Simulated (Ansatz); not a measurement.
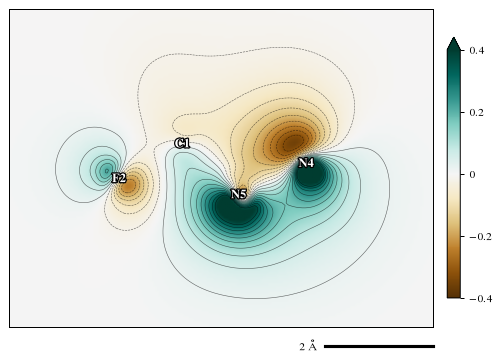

Figure 1: CH4F2N2 (SMILES NNC(F)F). The HOMO on the plane of atoms F2, C1 and N5 (values in Å⁻³ᐟ²; the overall sign is arbitrary).

Geometry: PBE0-D3(BJ)/def2-SVP.

Method: isolated molecule in a Gaussian basis; Kohn-Sham density functional theory, functional PBE0 (Ansatz 0.2.0).

```
atom    x (Å)    y (Å)    z (Å)
   C   0.7127   0.8929  -1.4342
   F   1.2868   1.4690  -2.5040
   F   1.7298   0.6419  -0.5518
   N  -1.0062   1.1801   0.1011
   N  -0.2529   1.7633  -0.9108
   H  -0.5795   1.2792   1.0223
   H  -1.9380   1.5831   0.1162
   H   0.1589   2.6748  -0.6987
   H   0.2551  -0.0737  -1.6967
```

Q: What is the character of this orbital?

A: It lies mainly on N5 (about 40 %), N4 (about 30 %) and H6 (about 5 %); π-antibonding (π*) across N5–N4. Its energy is −7.86 eV.
